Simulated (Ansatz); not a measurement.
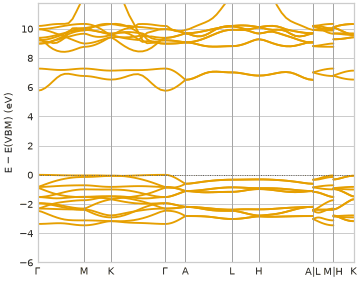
*Band structure from r²SCAN (plane waves, PAW; program Ansatz)*

Q: Read off the gap and where the band edges lie.

A: About 5.8 eV (5.76 eV by a search for the band edges); maximum at Γ, minimum at Γ.

The material is CaF₂ in space group P6_3/mmc (No. 194; Ca on 2c, F on 4f).

The start of the workflow was typed in or built on a structure type; neither database checked (COD, Materials Project) lists it. It is not the phase usual at ambient conditions (space group No. 225). The r²SCAN relaxation kept the symmetry of its start; whether a distortion lowers the energy is not shown.

Potentials: the earlier of the program's two PAW sets.
